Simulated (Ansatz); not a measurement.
Si₂PH₉: several calculations on one system

**1. Relaxation**

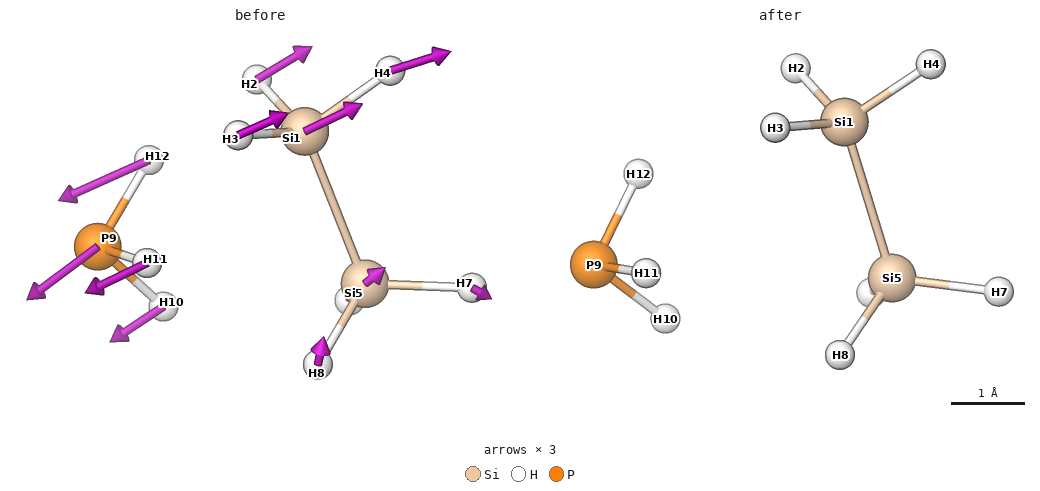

The structure of Si2PH9 before (left) and after (right) a relaxation, at one scale. The purple arrows give the displacements, magnified 3 times.

Style: ball-and-stick. Shown at a tilt.

The run prepares an end point of a later path (reaction) calculation, from a guessed geometry.

Computed with RKS revPBE-D4/6-31G* in Ansatz. (no spin polarisation; force threshold 0.03 eV/Å; at most 50 steps)

**Summarise the run.**

The energy falls by 23.8 kJ/mol in 4 accepted moves (5 points after the start). The largest force component goes from 0.71 to 0.0087 eV/Å. The line search rejected the trial step at point 3 of the run. The largest move after the best rigid fit is that of an H atom, 0.48 Å. Largest moves by element: H 0.48 Å, P 0.43 Å, Si 0.31 Å. Near-neighbour distances that change, for instance: H–Si 1.474 → 1.501 Å, H–P 1.424 → 1.436 Å, H–Si 1.508 → 1.502 Å. Bond angles that change, for instance: H–Si–Si 107.3° → 110.4°, H–Si–Si 113.8° → 110.9°. The run took 15 s on 1 thread of AMD EPYC 7B13 (Zen 3), on a shared host, peak memory 0.14 GiB.

**2. Relaxation**

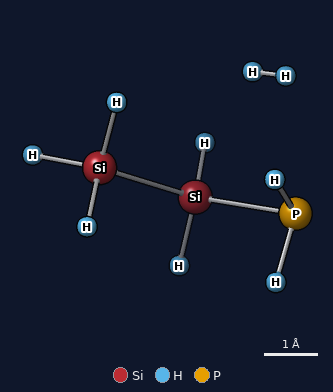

This is the input geometry for a relaxation of Si$_{2}$PH$_{9}$. The picture is a ball-and-stick view, seen face on.

The run prepares an end point of a later path (reaction) calculation, from a guessed geometry.

The calculation used RKS revPBE-D4/6-31G* in Ansatz.

Input file:
```yaml
crystal:
  periodic: [false, false, false]
  atoms:
    - { symbol: Si, position_ang: [0.459905, -0.526198, -0.350884] }
    - { symbol: H, position_ang: [-0.652426, -0.44914, 2.07423] }
    - { symbol: H, position_ang: [1.31913, -0.156495, -1.530494] }
    - { symbol: H, position_ang: [-0.018162, 0.765739, 0.244107] }
    - { symbol: Si, position_ang: [-1.356482, -1.815532, -1.10004] }
    - { symbol: H, position_ang: [-2.171578, -2.27685, 0.07463] }
    - { symbol: H, position_ang: [-2.256752, -1.06218, -2.038438] }
    - { symbol: H, position_ang: [-0.83658, -3.033151, -1.810332] }
    - { symbol: P, position_ang: [1.780654, -1.5836, 1.075319] }
    - { symbol: H, position_ang: [0.863138, -2.632548, 1.415445] }
    - { symbol: H, position_ang: [2.420534, -2.369911, 0.055458] }
    - { symbol: H, position_ang: [-0.226583, -0.753734, 2.554298] }
basis:
  gaussian: { orbitals: "6-31G*" }
hamiltonian:
  xc: revpbe
  dispersion: d4
relax:
  f_tol: 0.03
  max_steps: 50
output:
  orbitals: {}
```

Run as
```bash
ansatz run input.yaml --threads 1 --pin off --max-ram 2048MiB --backend cpu --events-out ev --progress --plain --runs-dir out
```

What does the optimiser find from here?

Answer. The energy falls by 4.95 kcal/mol in 9 accepted moves (10 points after the start). Largest force component: 1.2 eV/Å at the start, 0.017 eV/Å at the end. The line search rejected the trial step at point 6 of the run. The forces were under the threshold at step 5, but the run went on from there. H12 moves most after the best rigid fit: 0.90 Å. By element the largest moves are H 0.90 Å, P 0.47 Å, Si 0.25 Å. Among the contacts that change: Si1–P9 2.213 → 2.289 Å, H2–H12 0.710 → 0.748 Å. Among the angles between lasting bonds that change: H4–Si1–P9 110.2° → 107.3°, Si1–P9–H10 96.9° → 94.5°. Groups turn about Si1–P9 by about 30°.

The structure at the end:

```xyz
12

Si    0.5711   -0.5326   -0.5769
H    -1.0229   -0.3381    2.6928
H     1.3176   -0.0424   -1.7860
H     0.1267    0.6739    0.2005
Si   -1.2710   -1.8440   -1.2130
H    -2.0078   -2.3057    0.0127
H    -2.2331   -1.1006   -2.0974
H    -0.7866   -3.0593   -1.9523
P     2.0825   -1.6589    0.7212
H     1.0819   -2.2927    1.5349
H     2.1617   -2.7779   -0.1785
H    -0.6955   -0.6153    3.3053
```

The end point in the same view:

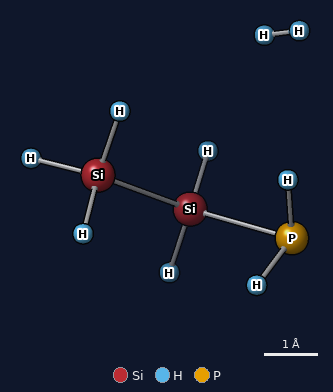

Limits of the set-up: the start holds two separate molecules, 2.3 Å apart at their closest, whose relative position is a soft coordinate.

**3. Path**

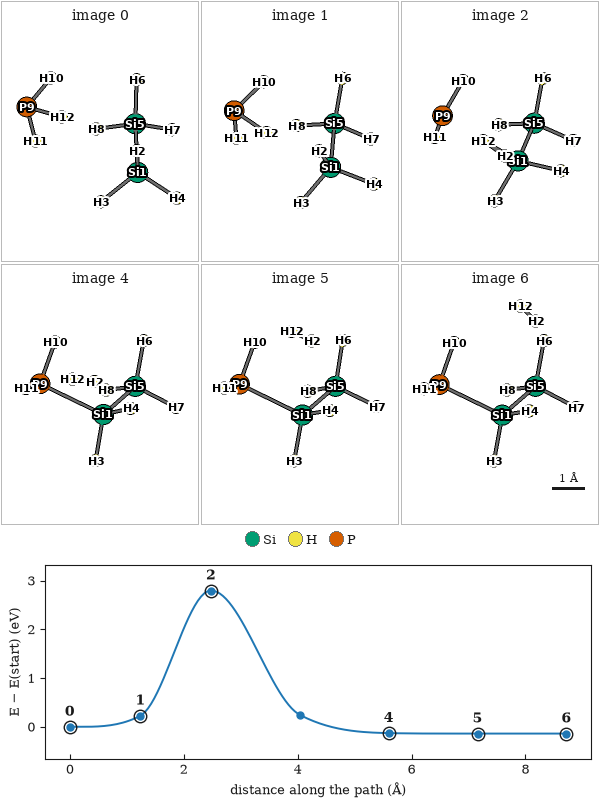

NEB run on Si₂PH₉, made up at the start of Si2H6 and PH$_{3}$. Images are numbered from 0 (start) to 6 (end). The picture is a ball-and-stick view, seen from a free direction.

Theory: Ansatz 0.2.0, RKS revPBE-D4/6-31G*. Settings: 5 movable images; climbing image; force threshold 0.03 eV/Å; iteration limit 60; starting path through a guess of the saddle point.

Q: What happens along the path, and what is the barrier?

A: The highest point, image 2, lies 2.80 eV above the start and 2.94 eV above the end; the end is at −0.14 eV relative to the start. Breaking: P9–H12 (1.44 → 1.85 at the top → 3.94 Å), Si1–H2 (1.50 → 1.79 at the top → 3.64 Å). Forming: H2–H12 (2.64 → 1.02 at the top → 0.75 Å), Si1–P9 (4.14 → 2.81 at the top → 2.29 Å). The band converged in 29 iterations. The largest component of the band force went from 6.7 to 0.026 eV/Å. The climbing image converged on the top of the path. Its vibrational analysis gives one imaginary mode (1615i cm⁻¹), as a transition state must have.

Limits of the set-up: the start holds two separate molecules, 2.6 Å apart at their closest, whose relative position is a soft coordinate.

Cost: 5.4 min on 1 thread of AMD EPYC 7B13 (Zen 3) (shared host), peak memory 0.15 GiB.
